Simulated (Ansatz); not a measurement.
# Profile along the La–La line in La (dhcp type, space group P6_3/mmc)

La (dhcp type, space group P6_3/mmc)

```
CELL_PARAMETERS angstrom
      3.77035     0.00000     0.00000
     -1.88518     3.26522     0.00000
      0.00000     0.00000    12.08105
ATOMIC_POSITIONS crystal
  La 0.00000 0.00000 0.00000
  La 0.00000 0.00000 0.50000
  La 0.33333 0.66667 0.25000
  La 0.66667 0.33333 0.75000
```

Fields along a shortest La–La line of a (0001) plane (3.77 Å), from La to La, interpolated on the slice's grid (step about 0.2 Å). These are PBE (plane waves to 420 eV, PAW, scalar-relativistic; Ansatz, a quantum-chemistry and plane-wave program) values and carry that method's errors. k mesh 14×14×4. Inside the PAW spheres the values are not all-electron values, and peaks at nuclei hang on which shells count as valence. La is run without spin polarisation. La was relaxed with its symmetry unable to fall. The PAW data are Ansatz's earlier set.

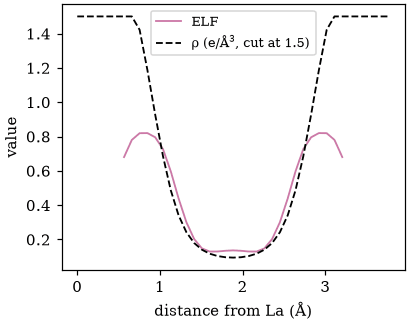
Fig. 1. ELF (away from the nuclei) and valence density from La to La.

Density on the La–La line (3.77 Å) at its midpoint: 0.09 e/Å³. ELF at that point: 0.14.
